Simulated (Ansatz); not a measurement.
**CH7Si2 (doublet): density, localisation and related maps**

Input file:

```
crystal:
  periodic: [false, false, false]
  atoms:
    - symbol: C
      position_ang: [-0.539433, 1.556231, 0.766776]
    - symbol: Si
      position_ang: [0.579599, 1.672132, -0.743912]
    - symbol: Si
      position_ang: [2.369456, 0.187222, -0.538905]
    - symbol: H
      position_ang: [-0.948816, 0.539873, 0.870483]
    - symbol: H
      position_ang: [-1.382658, 2.258167, 0.678028]
    - symbol: H
      position_ang: [0.017755, 1.797888, 1.684235]
    - symbol: H
      position_ang: [-0.207524, 1.384620, -1.988456]
    - symbol: H
      position_ang: [1.148078, 3.050433, -0.880547]
    - symbol: H
      position_ang: [1.972330, -1.241897, -0.329750]
    - symbol: H
      position_ang: [3.400049, 0.271863, -1.620851]
basis:
  gaussian: {orbitals: def2-TZVPD}
hamiltonian: {xc: {name: PBE0}}
output: {forces: true, orbitals: {seedname: orbitals}}
magnetization: {spin_polarized: true, initial_magnetization: 1}
```

Launched as:

```sh
ansatz run input.yaml --threads 2 --pin off --max-ram 4350MiB --events-out events.jsonl --progress --plain --runs-dir runs
```

Geometry: PBE0-D3(BJ)/def2-SVP.

The calculation used isolated molecule in a Gaussian basis; Kohn-Sham density functional theory, functional PBE0 (Ansatz 0.2.0).

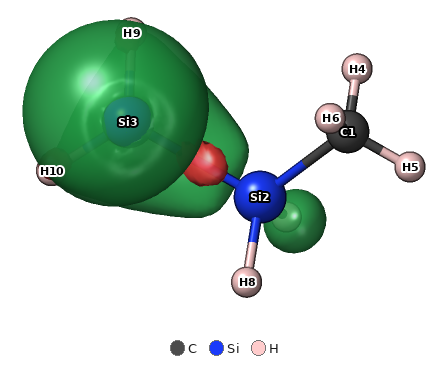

Figure 1. Isosurfaces of the spin density (α minus β) at +0.015 (green) and −0.015 e/Å³ (red), seen at a tilt.

### Which atoms carry the spin?

The unpaired spin (1 electron) lies mostly on Si3 (about 0.8) and Si2 (about 0.1), in electrons by Hirshfeld's partition.

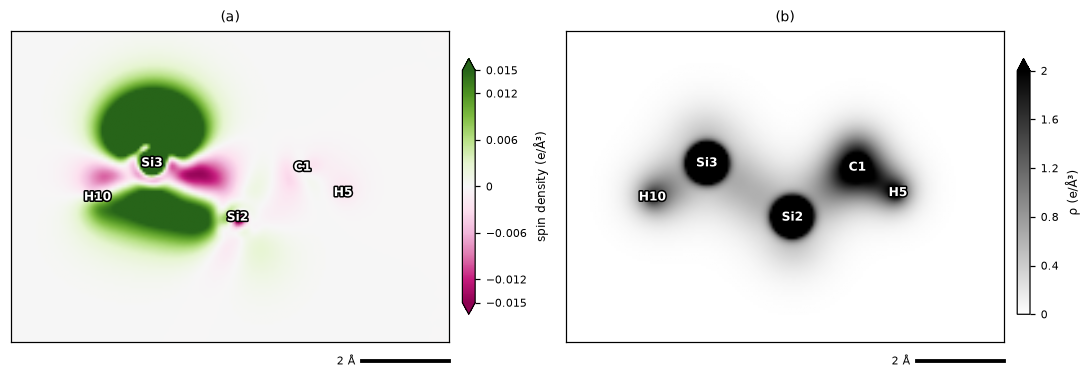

Figure 2. (a) spin density; (b) electron density on the plane of atoms Si2, C1 and H5.

### What do the fields say about this system?

- The section cuts through C, Si and H sites.
- C–Si (1.88 Å): ρ is about 0.94 e/Å³ halfway.
- Si–Si (2.33 Å): the density is about 0.63 e/Å³ at the midpoint.
- C–H (1.10 Å): the density is about 1.9 e/Å³ at the midpoint.
- Si–H (1.50 Å): ρ is about 0.78 e/Å³ halfway.

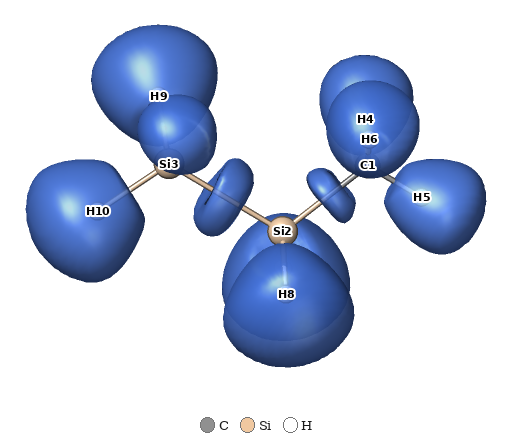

Figure 3. Isosurface of the electron localisation function at 0.85 (blue), seen across its widest extent. Core shells and regions of very low density are left out.

### Describe the localisation domains.

At this value the surface marks out one region between bonded C–Si atoms (shared pairs), one region between bonded Si–Si atoms (shared pairs), seven regions around hydrogen nuclei and one lobe on Si, pointing away from the bonds (non-bonding electrons). Along the contacts the grid gives the following. C–Si (1.88 Å): the ELF peaks at about 0.95 between the atoms (localised, covalent bonding). Si–Si (2.33 Å): the ELF peaks at about 1 between the atoms; a shared electron pair.
